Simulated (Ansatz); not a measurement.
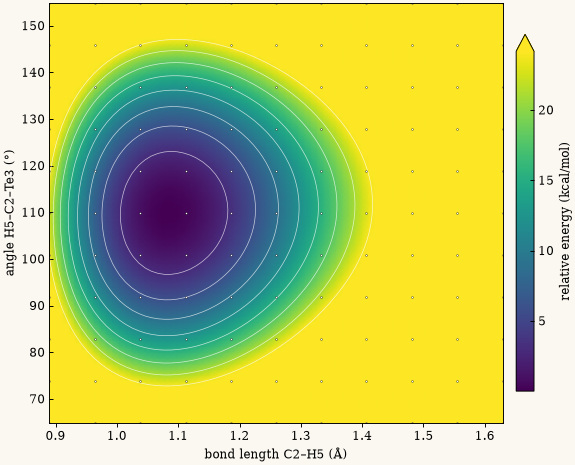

CH3ClTe, SMILES ClC[TeH]. Coordinates scanned: (1) bond length C2–H5; (2) angle H5–C2–Te3. Nothing is relaxed (all other coordinates rigid). Grid: 11 × 11 points. Energies are in kcal/mol, from the relaxed molecule at the same level. The reference is spin-restricted, which grows unreliable where a bond is stretched far. Level of theory: RKS PBE0-D4/def2-TZVP in Ansatz.

The picture shows a smooth colour map with a few white contour lines, dots at the grid points, one colour for all values above the top of the scale. Between grid points the surface is interpolated.

Question: Where is the minimum, and how stiff is the well along each coordinate?

Answer: The interpolated minimum is at bond length C2–H5 ≈ 1.086 Å, angle H5–C2–Te3 ≈ 110°. The curvatures there are about 34 eV/Å² and 4.9 eV/rad², with a cross term of about −0.4 eV/(Å·rad). Round the minimum the two coordinates are nearly uncoupled. (1 eV is 23.1 kcal/mol.)
